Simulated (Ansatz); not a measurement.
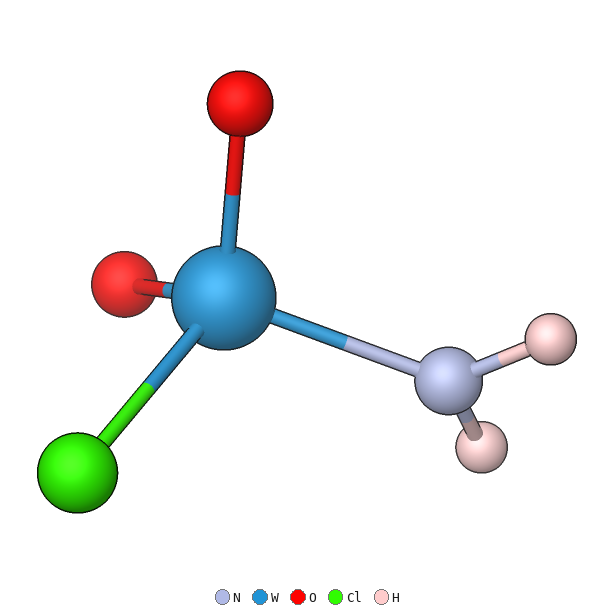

Rendered structure (ball-and-stick style). Every bond is drawn as one stick, whatever its order.

The species is neutral and a spin singlet.

Description:

It has 7 atoms: 1 chlorine, 2 hydrogen, 1 nitrogen, 2 oxygen and 1 tungsten (ClH₂NO₂W). Its SMILES string is `[NH2][W](=[O])(=[O])[Cl]`. The point group is Cs. Coordination: 1 N trigonal planar; 1 W tetrahedral.

More results for the same structure follow; atom numbers are the same in all pictures, views and colours differ. Computed geometry: PBE0-D4/def2-TZVP optimisation.

Vibrations

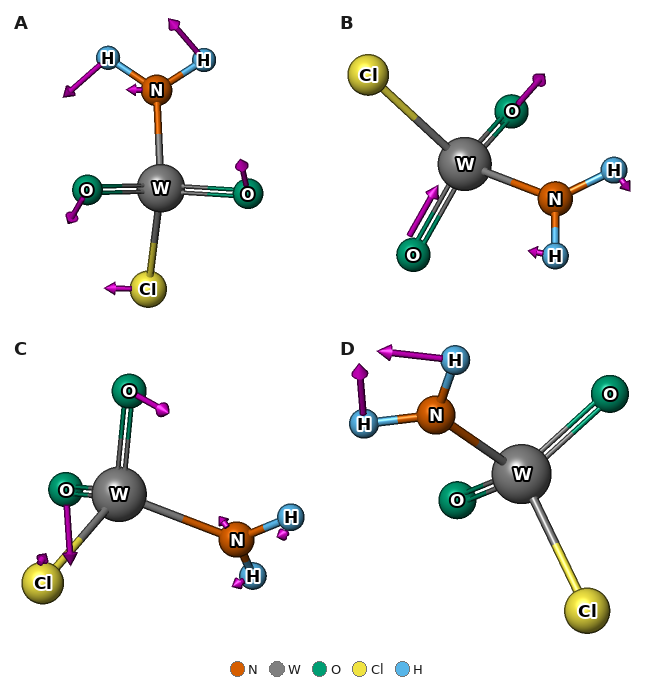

4 normal modes of one molecule or complex, as arrows. Harmonic vibrations computed with RKS PBE0-D4/def2-TZVP, core potentials on W (Ansatz 0.2.0) at a stationary point of the same level.

> Match the panels to the wavenumbers 176 cm⁻¹, 328 cm⁻¹, 1012 cm⁻¹, 1548 cm⁻¹.

A: 176 cm⁻¹, Cl–W–O bending
B: 1012 cm⁻¹, out-of-phase stretching of 2 W–O bonds
C: 328 cm⁻¹, O–W–O bending
D: 1548 cm⁻¹, angle bending

Levels of theory compared

Program: Ansatz 0.2.0.

At this fixed geometry, give HOMO energy (eV), dipole (D) at these levels: B3LYP-D4/def2-TZVPP; PBE-D4/def2-TZVPP; r2SCAN-D4/def2-TZVPP; ωB97M-V/def2-TZVPP.

```
               level  HOMO energy (eV)  dipole (D)
 B3LYP-D4/def2-TZVPP             −8.70        4.10
   PBE-D4/def2-TZVPP             −7.50        3.98
r2SCAN-D4/def2-TZVPP             −7.86        4.07
  ωB97M-V/def2-TZVPP            −11.21        4.09
```

Charges

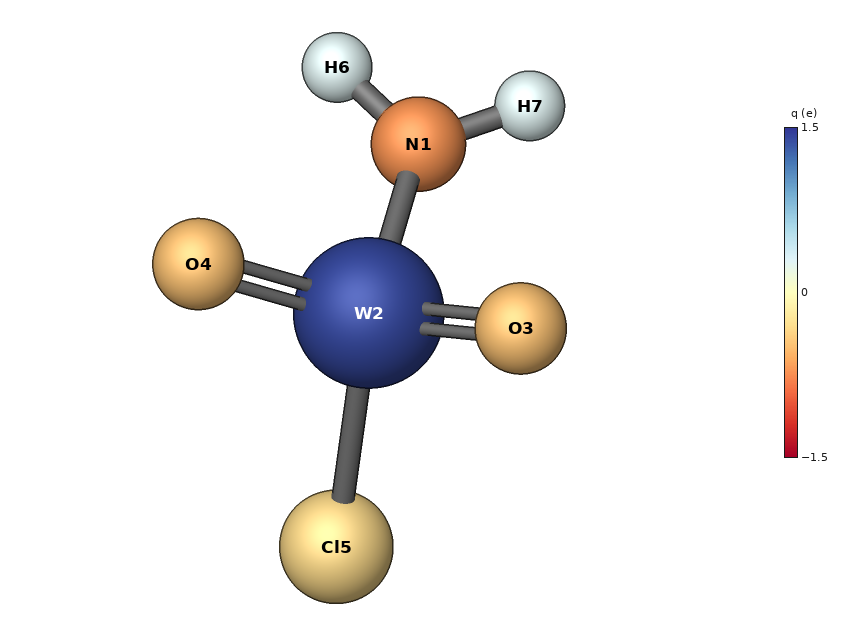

Atoms are coloured by their Mulliken charges. Level of theory: RKS PBE0-D4/def2-TZVP, core potentials on W (Ansatz 0.2.0).

List the Mulliken charges.

| atom | value (e) |
| --- | --- |
| N1 | −0.71 |
| W2 | 1.40 |
| O3 | −0.46 |
| O4 | −0.46 |
| Cl5 | −0.32 |
| H6 | 0.28 |
| H7 | 0.28 |

Mulliken values depend strongly on the basis set and can even reverse the polarity of a bond.
